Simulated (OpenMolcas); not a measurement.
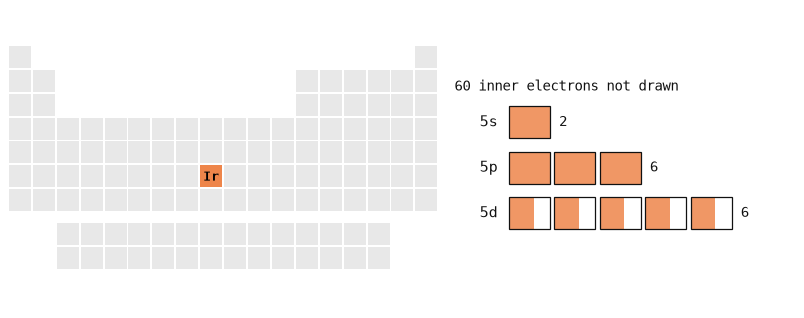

Figure 1. Left, the place of iridium in the periodic table; right, the outer shells of the leading configuration of the lowest level: a box for each of the 2l + 1 orbitals, shaded by the share of the shell that is filled, with the electron count at the right.

## Multiconfigurational calculation: Ir³⁺ complex (part 1 of 2)

- system: Ir³⁺ with 6 ligands (Cl; octahedron, 2.55 Å), neutralised by 6 outer point charges of +0.5 e, whose field is part of the energies.
- method: state-averaged CASSCF, active space 6 electrons in the shell 5d, basis ANO-RCC-VTZP on the metal and ANO-RCC-VDZP on the ligands, DKH2 scalar Hamiltonian, spin-orbit coupling by RASSI with atomic mean-field integrals (OpenMolcas)

Key numbers:

| quantity | value |
| --- | --- |
| outcome | converged |
| energy of the lowest spin-free term | −20577.24766 hartree |
| energy of the lowest spin-orbit level | −20577.28050 hartree |
| largest spread among components of a term | 0.0 cm⁻¹ |
| hardware | 1 thread of Arm Neoverse V2, 24 GiB of memory available, shared host |
| wall time | 97 s |
| peak memory | 0.59 GiB |

Remarks:

Without dynamic correlation the splittings between terms come out too large, often by 20 to 50 %. Caveats: small active space favours high spin, ground spin may be wrong; covalent bonds, ligand orbitals missing from the active space; distances are set from ionic radii, not optimised.

Input:
```
&GATEWAY
Coord
7

Ir 0.0 0.0 0.0
Cl 2.550000 0.000000 0.000000
Cl 0.000000 2.550000 0.000000
Cl -2.550000 0.000000 0.000000
Cl 0.000000 -2.550000 0.000000
Cl 0.000000 0.000000 2.550000
Cl 0.000000 0.000000 -2.550000
Basis=Ir.ANO-RCC-VTZP,Cl.ANO-RCC-VDZP
Group=XYZ
NoMove
AngMom=0.0 0.0 0.0
AMFI
RICD
XField
3 Angstrom 0
5.350000 0.000000 0.000000 0.500000
0.000000 5.350000 0.000000 0.500000
0.000000 0.000000 5.350000 0.500000
&SEWARD
&RASSCF
FileOrb=start.orb
Symmetry=1
Spin=5
nActEl=6 0 0
Inactive=42 46
Ras2=5 0
CIRoot=5 5 1
SDav=5
CIMx=300
Iter=150 100
PrWF=0.3
OrbListing=Nothing
MaxOrb=0
LevShft=1.0
>>> COPY $Project.JobIph JOB001
&RASSCF
FileOrb=start.orb
Symmetry=1
Spin=3
nActEl=6 0 0
Inactive=42 46
Ras2=5 0
CIRoot=45 45 1
SDav=45
CIMx=300
Iter=150 100
PrWF=0.3
OrbListing=Nothing
MaxOrb=0
LevShft=1.0
>>> COPY $Project.JobIph JOB002
&RASSCF
FileOrb=start.orb
Symmetry=1
Spin=1
nActEl=6 0 0
Inactive=42 46
Ras2=5 0
CIRoot=50 50 1
SDav=50
CIMx=300
Iter=150 100
PrWF=0.3
OrbListing=Nothing
MaxOrb=0
LevShft=1.0
>>> COPY $Project.JobIph JOB003
&RASSI
NrOfJobIphs=3 5 45 50
1 2 3 4 5
1 2 3 4 5 6 7 8 9 10 11 12 13 14 15 16 17 18 19 20 21 22 23 24 25 26 27
28 29 30 31 32 33 34 35 36 37 38 39 40 41 42 43 44 45
1 2 3 4 5 6 7 8 9 10 11 12 13 14 15 16 17 18 19 20 21 22 23 24 25 26 27
28 29 30 31 32 33 34 35 36 37 38 39 40 41 42 43 44 45 46 47 48 49 50
IphNames
JOB001
JOB002
JOB003
EJob
SpinOrbit
DIPRint=1.0
SOCoupling=1000.0
Subsets=2
Property=9
'ANGMOM' 1 'ANGMOM' 2 'ANGMOM' 3 'MLTPL  1' 1 'MLTPL  1' 2 'MLTPL  1' 3
'AMFI' 1 'AMFI' 2 'AMFI' 3
SOProperty=3
'ANGMOM' 1 'ANGMOM' 2 'ANGMOM' 3
```

The file start.orb holds starting orbitals from an earlier step. A driver script formed the levels outside the program, from RASSI's spin-orbit matrix and the active-space energies, averaged over the components of each term or state.

Run as:
```bash
OMP_NUM_THREADS=1 MOLCAS_MEM=2457 MOLCAS_PROJECT=a pymolcas a.inp > a.log  # once for each step of the input, in one work folder
```

The program's output (extracts):
```
--- SEWARD ---
Basis set label: IR.ANO-RCC...8S7P5D3F1G.

      Electronic valence basis set:
      ------------------
      Associated Effective Charge  77.000000 au
      Associated Actual Charge     77.000000 au
      Nuclear Model: Point charge

      Shell  nPrim  nBasis  Cartesian Spherical Contaminant
         s      24       8        X
         p      21       7        X
         d      15       5                 X
         f      11       3                 X
         g       4       1                 X
                  Relativistic Douglas-Kroll-Hess integrals:
                    - DKH order of Hamiltonian: 2
                    - DKH order of Properties : 0
                  Atomic mean-field integrals
--- RASSCF ---
Wave function specifications:
      -----------------------------

      Number of closed shell electrons         176
      Number of electrons in active shells       6
      Max number of holes in RAS1 space          0
      Max nr of electrons in RAS3 space          0
      Number of inactive orbitals               88
      Number of active orbitals                  5
      Number of secondary orbitals              99
      Spin quantum number                      2.0
      State symmetry                             1
Orbital specifications:
      -----------------------

      Symmetry species                           1   2
                                                ag  au
      Frozen orbitals                            0   0
      Inactive orbitals                         42  46
      Active orbitals                            5   0
      RAS1 orbitals                              0   0
      RAS2 orbitals                              5   0
      RAS3 orbitals                              0   0
      Secondary orbitals                        49  50
      Deleted orbitals                           0   0
      Number of basis functions                 96  96
      Number of CSFs                             5
      Number of root(s) required                 5
      Iter CI   SX   CI       RASSCF       Energy    max ROT     max BLB   max BLB  Level Ln srch  Step   QN
          iter iter root      energy       change     param      element    value   shift minimum  type update
 Nr of preliminary CI iterations:   1
      Total energies have been shifted. Add               -20000.00 au
        1   1   12    0  -576.56256611    0.00E+00  -7.92E-02   45  60 1  2.40E-01*  1.30   0.00    SX    NO
        2   1   13    0  -577.01086621   -4.48E-01* -7.37E-02   24  54 2  1.26E-01*  1.09   0.00    SX    NO
        3   1   13    0  -577.14476608   -1.34E-01* -5.16E-02   20  57 1  6.39E-02*  0.99   0.00    SX    NO
        4   1   13    0  -577.18056070   -3.58E-02* -3.14E-02   20  57 1  3.31E-02*  0.94   0.00    SX    NO
        5   1   12    0  -577.19228752   -1.17E-02* -3.73E-02   42  45 1  1.93E-02*  0.92   2.43    LS   YES
        6   1   12    0  -577.19836720   -6.08E-03* -1.87E-02   13  60 2 -1.69E-02*  0.89   1.20    QN   YES
        7   1   12    0  -577.20052743   -2.16E-03*  1.16E-02   47  62 1 -8.23E-03*  0.89   1.36    QN   YES
        8   1   11    0  -577.20126385   -7.36E-04* -3.63E-03   18  55 2  2.37E-03*  0.89   1.19    QN   YES
        9   1   10    0  -577.20136975   -1.06E-04* -2.27E-03   20  57 1 -1.03E-03*  0.89   1.43    QN   YES
       10   1    9    0  -577.20139845   -2.87E-05* -1.10E-03   20  57 1 -5.48E-04*  0.89   1.33    QN   YES
       11   1    9    0  -577.20140479   -6.34E-06* -6.33E-04   19  56 2 -2.89E-04*  0.89   1.45    QN   YES
       12   1    8    0  -577.20140669   -1.90E-06* -2.60E-04   22  70 2  1.33E-04*  0.89   1.37    QN   YES
       13   1    8    0  -577.20140713   -4.47E-07*  9.51E-05   19  66 2 -5.91E-05   0.89   1.36    QN   YES
       14   1    7    0  -577.20140723   -9.29E-08* -3.94E-05   17  54 2  3.69E-05   0.89   1.31    QN   YES
       15   1    6    0  -577.20140725   -1.79E-08* -2.02E-05   40  91 2  1.43E-05   0.89   1.38    QN   YES
       16   1    5    0  -577.20140725   -4.39E-09  -9.39E-06   20  57 1  7.88E-06   0.89   1.36    QN   YES
      Convergence after 16 iterations
       17   1    5    0  -577.20140725   -9.79E-10  -9.39E-06   20  57 1  4.23E-06   0.89   1.36    QN   YES
      Natural orbitals and occupation numbers for root  1
      sym 1:   1.000000   2.000000   1.000000   1.000000   1.000000
      Natural orbitals and occupation numbers for root  2
      sym 1:   1.000000   1.000000   1.000000   2.000000   1.000000
      Natural orbitals and occupation numbers for root  3
      sym 1:   2.000000   1.000000   1.000000   1.000000   1.000000
::    RASSCF root number  1 Total energy: -20577.22688247
::    RASSCF root number  2 Total energy: -20577.22688247
::    RASSCF root number  3 Total energy: -20577.22688247
::    RASSCF root number  4 Total energy: -20577.16319442
::    RASSCF root number  5 Total energy: -20577.16319442
--- RASSCF ---
Wave function specifications:
      -----------------------------

      Number of closed shell electrons         176
      Number of electrons in active shells       6
      Max number of holes in RAS1 space          0
      Max nr of electrons in RAS3 space          0
      Number of inactive orbitals               88
      Number of active orbitals                  5
      Number of secondary orbitals              99
      Spin quantum number                      1.0
      State symmetry                             1
Orbital specifications:
      -----------------------

      Symmetry species                           1   2
                                                ag  au
      Frozen orbitals                            0   0
      Inactive orbitals                         42  46
      Active orbitals                            5   0
      RAS1 orbitals                              0   0
      RAS2 orbitals                              5   0
      RAS3 orbitals                              0   0
      Secondary orbitals                        49  50
      Deleted orbitals                           0   0
      Number of basis functions                 96  96
      Number of CSFs                            45
      Number of root(s) required                45
      Iter CI   SX   CI       RASSCF       Energy    max ROT     max BLB   max BLB  Level Ln srch  Step   QN
          iter iter root      energy       change     param      element    value   shift minimum  type update
 Nr of preliminary CI iterations:   1
      Total energies have been shifted. Add               -20000.00 au
        1   1   10    0  -577.10143910    0.00E+00   1.03E-02   43  58 1 -1.16E-02*  0.91   0.00    SX    NO
        2   1   11    0  -577.10278811   -1.35E-03* -7.69E-03   36  45 1  7.09E-03*  0.91   0.00    SX    NO
        3   1   11    0  -577.10348432   -6.96E-04* -5.58E-03   36  45 1  5.14E-03*  0.90   0.00    SX    NO
        4   1   10    0  -577.10386349   -3.79E-04*  4.19E-03   36  45 1  3.82E-03*  0.90   0.00    SX    NO
        5   1   10    0  -577.10407449   -2.11E-04*  6.09E-03   36  45 1  2.78E-03*  0.90   2.50    LS   YES
        6   1   10    0  -577.10427312   -1.99E-04*  6.23E-03   34  57 1 -1.55E-03*  0.90   2.06    LS   YES
        7   1   10    0  -577.10434409   -7.10E-05*  6.42E-04   34  57 1 -1.55E-03*  0.90   1.03    QN   YES
        8   1    9    0  -577.10435032   -6.23E-06*  8.89E-04   34  57 1 -9.36E-04*  0.90   1.41    QN   YES
        9   1    9    0  -577.10435486   -4.53E-06*  3.71E-04   34  57 1 -2.73E-04*  0.90   1.42    LS   YES
       10   1    9    0  -577.10435528   -4.24E-07*  2.56E-04   34  55 2  2.88E-04*  0.90   1.00    QN   YES
       11   1    8    0  -577.10435576   -4.82E-07*  1.98E-04   36  45 1 -9.24E-05   0.90   1.77    LS   YES
       12   1    8    0  -577.10435587   -1.13E-07* -1.33E-04   43  58 1 -1.21E-04*  0.90   1.00    QN   YES
       13   1    7    0  -577.10435600   -1.23E-07* -1.43E-04   43  58 1 -5.18E-05   0.90   2.07    LS   YES
       14   1    7    0  -577.10435604   -4.45E-08*  3.69E-05   34  57 1  4.75E-05   0.90   0.99    QN   YES
       15   1    6    0  -577.10435605   -1.19E-08*  4.16E-05   34  57 1  3.67E-05   0.90   2.13    QN   YES
       16   1    5    0  -577.10435606   -5.91E-09  -7.40E-06   34  57 1  1.46E-05   0.90   1.11    QN   YES
      Convergence after 16 iterations
       17   1    5    0  -577.10435606   -5.49E-10  -7.40E-06   34  57 1  6.93E-06   0.90   1.11    QN   YES
      Natural orbitals and occupation numbers for root  1
      sym 1:   1.061926   1.968895   0.978003   1.929335   0.061841
      Natural orbitals and occupation numbers for root  2
      sym 1:   1.968877   1.930075   0.978783   1.061198   0.061068
      Natural orbitals and occupation numbers for root  3
      sym 1:   1.968567   1.023847   0.021246   1.967431   1.018910
::    RASSCF root number  1 Total energy: -20577.22111491
::    RASSCF root number  2 Total energy: -20577.22111491
::    RASSCF root number  3 Total energy: -20577.22111491
::    RASSCF root number  4 Total energy: -20577.20330609
::    RASSCF root number  5 Total energy: -20577.20330609
::    RASSCF root number  6 Total energy: -20577.20330609
::    RASSCF root number  7 Total energy: -20577.16344074
::    RASSCF root number  8 Total energy: -20577.16344074
::    RASSCF root number  9 Total energy: -20577.16344074
::    RASSCF root number 10 Total energy: -20577.15872227
::    RASSCF root number 11 Total energy: -20577.15872227
::    RASSCF root number 12 Total energy: -20577.15872227
::    RASSCF root number 13 Total energy: -20577.14565224
::    RASSCF root number 14 Total energy: -20577.14565224
::    RASSCF root number 15 Total energy: -20577.14565224
::    RASSCF root number 16 Total energy: -20577.14404774
::    RASSCF root number 17 Total energy: -20577.14404774
::    RASSCF root number 18 Total energy: -20577.13751163
::    RASSCF root number 19 Total energy: -20577.13751163
::    RASSCF root number 20 Total energy: -20577.13751163
::    RASSCF root number 21 Total energy: -20577.10575212
::    RASSCF root number 22 Total energy: -20577.09615371
::    RASSCF root number 23 Total energy: -20577.09615371
::    RASSCF root number 24 Total energy: -20577.09615371
::    RASSCF root number 25 Total energy: -20577.09585142
::    RASSCF root number 26 Total energy: -20577.09585142
::    RASSCF root number 27 Total energy: -20577.08023250
::    RASSCF root number 28 Total energy: -20577.08023250
::    RASSCF root number 29 Total energy: -20577.08023250
::    RASSCF root number 30 Total energy: -20577.07952612
--- RASSCF ---
Wave function specifications:
      -----------------------------

      Number of closed shell electrons         176
      Number of electrons in active shells       6
      Max number of holes in RAS1 space          0
      Max nr of electrons in RAS3 space          0
      Number of inactive orbitals               88
      Number of active orbitals                  5
      Number of secondary orbitals              99
      Spin quantum number                      0.0
      State symmetry                             1
Orbital specifications:
      -----------------------

      Symmetry species                           1   2
                                                ag  au
      Frozen orbitals                            0   0
      Inactive orbitals                         42  46
      Active orbitals                            5   0
      RAS1 orbitals                              0   0
      RAS2 orbitals                              5   0
      RAS3 orbitals                              0   0
      Secondary orbitals                        49  50
      Deleted orbitals                           0   0
      Number of basis functions                 96  96
      Number of CSFs                            50
      Number of root(s) required                50
      Iter CI   SX   CI       RASSCF       Energy    max ROT     max BLB   max BLB  Level Ln srch  Step   QN
          iter iter root      energy       change     param      element    value   shift minimum  type update
 Nr of preliminary CI iterations:   1
      Total energies have been shifted. Add               -20000.00 au
        1   1    9    0  -577.05737305    0.00E+00   5.04E-03   44  59 1 -5.26E-03*  0.89   0.00    SX    NO
        2   1   10    0  -577.05774453   -3.71E-04*  3.90E-03   44  59 1 -3.36E-03*  0.89   0.00    SX    NO
        3   1   10    0  -577.05794286   -1.98E-04*  3.05E-03   37  44 1 -2.62E-03*  0.89   0.00    SX    NO
        4   1   10    0  -577.05805445   -1.12E-04*  2.41E-03   37  44 1 -2.07E-03*  0.89   0.00    SX    NO
        5   1   10    0  -577.05811871   -6.43E-05*  3.55E-03   37  44 1 -1.63E-03*  0.89   2.50    LS   YES
        6   1    9    0  -577.05818188   -6.32E-05*  4.11E-03   37  44 1 -9.81E-04*  0.88   2.18    LS   YES
        7   1    9    0  -577.05820802   -2.61E-05*  4.34E-04   34  57 1 -8.53E-04*  0.88   1.02    QN   YES
        8   1    8    0  -577.05821069   -2.67E-06*  1.06E-03   34  57 1 -5.45E-04*  0.88   2.37    QN   YES
        9   1    8    0  -577.05821358   -2.89E-06* -1.80E-04   40  55 2  1.01E-04*  0.88   1.03    QN   YES
       10   1    8    0  -577.05821374   -1.65E-07* -2.69E-04   39  54 2  6.69E-05   0.88   2.50    LS   YES
       11   1    8    0  -577.05821379   -5.27E-08*  5.30E-05   31  60 2 -1.28E-04*  0.88   0.72    QN   YES
       12   1    6    0  -577.05821385   -5.41E-08*  2.31E-05   34  57 1  3.43E-05   0.88   1.30    QN   YES
       13   1    6    0  -577.05821386   -8.02E-09   1.75E-05   34  57 1  2.09E-05   0.88   1.30    QN   YES
      Convergence after 13 iterations
       14   1    6    0  -577.05821386   -1.59E-09   1.75E-05   34  57 1  1.16E-05   0.88   1.30    QN   YES
      Natural orbitals and occupation numbers for root  1
      sym 1:   1.982856   1.982856   0.025717   1.982856   0.025717
      Natural orbitals and occupation numbers for root  2
      sym 1:   1.988251   1.963687   1.027397   0.976348   0.044317
      Natural orbitals and occupation numbers for root  3
      sym 1:   1.988074   1.043209   0.059998   1.948142   0.960578
::    RASSCF root number  1 Total energy: -20577.24766432
::    RASSCF root number  2 Total energy: -20577.19415882
::    RASSCF root number  3 Total energy: -20577.19415882
::    RASSCF root number  4 Total energy: -20577.19415882
::    RASSCF root number  5 Total energy: -20577.16063602
::    RASSCF root number  6 Total energy: -20577.16063602
::    RASSCF root number  7 Total energy: -20577.16063602
::    RASSCF root number  8 Total energy: -20577.12832425
::    RASSCF root number  9 Total energy: -20577.12832425
::    RASSCF root number 10 Total energy: -20577.12832425
::    RASSCF root number 11 Total energy: -20577.12787106
::    RASSCF root number 12 Total energy: -20577.12787106
::    RASSCF root number 13 Total energy: -20577.12300151
::    RASSCF root number 14 Total energy: -20577.10680732
::    RASSCF root number 15 Total energy: -20577.10680732
::    RASSCF root number 16 Total energy: -20577.10680732
::    RASSCF root number 17 Total energy: -20577.10346557
::    RASSCF root number 18 Total energy: -20577.10159163
::    RASSCF root number 19 Total energy: -20577.10159163
::    RASSCF root number 20 Total energy: -20577.10159163
::    RASSCF root number 21 Total energy: -20577.07392399
::    RASSCF root number 22 Total energy: -20577.07392399
::    RASSCF root number 23 Total energy: -20577.06723797
::    RASSCF root number 24 Total energy: -20577.06723797
::    RASSCF root number 25 Total energy: -20577.06723797
::    RASSCF root number 26 Total energy: -20577.05337963
::    RASSCF root number 27 Total energy: -20577.05337963
::    RASSCF root number 28 Total energy: -20577.04848280
::    RASSCF root number 29 Total energy: -20577.04514198
::    RASSCF root number 30 Total energy: -20577.03820078
```

(Continued in part 2.)
